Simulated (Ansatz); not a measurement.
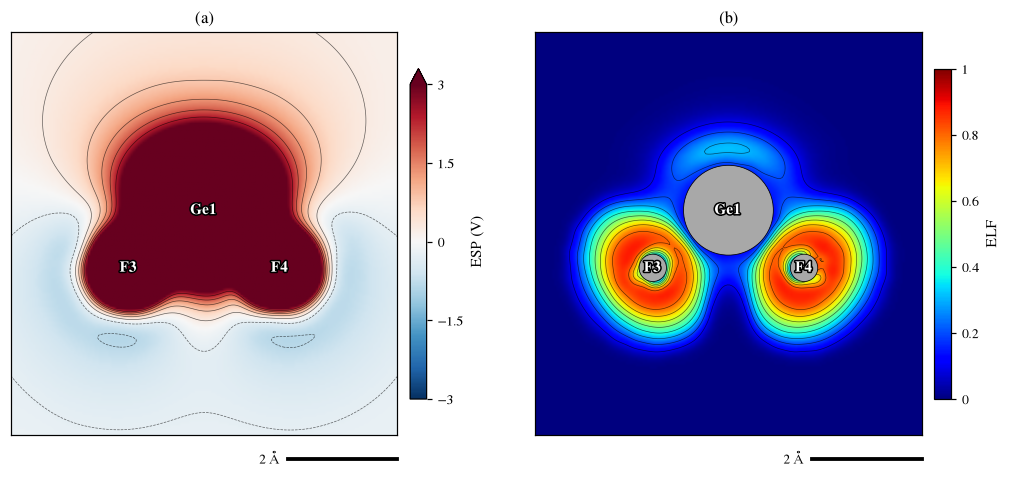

ClF2GeH. (a) electrostatic potential; (b) ELF on the plane of atoms F3, Ge1 and F4. Grey discs cover the atomic cores in the ELF map.

These are results of Ansatz 0.2.0, RKS PBE/def2-SVP, not measurements.

```json
{"atom": "Ge", "x (Å)": "0.2097", "y (Å)": "-0.0451", "z (Å)": "0.2408"}
{"atom": "H", "x (Å)": "0.1858", "y (Å)": "0.0025", "z (Å)": "1.7765"}
{"atom": "F", "x (Å)": "1.8492", "y (Å)": "-0.0293", "z (Å)": "-0.3397"}
{"atom": "F", "x (Å)": "-0.5273", "y (Å)": "1.3848", "z (Å)": "-0.4206"}
{"atom": "Cl", "x (Å)": "-0.7783", "y (Å)": "-1.7535", "z (Å)": "-0.5922"}
```

> What does the map show?

The plane passes through Ge and F nuclei. Ge–F (1.74 Å): the ELF peaks at about 0.80 in the valence shell of F, 0.5 Å from its nucleus, and is about 0.25 at the midpoint. The ELF also peaks beside F3 and F4, away from the bonds: lone-pair regions. Outside the dense part of the molecule the potential is most negative (−0.9 V) near F3 and F4.
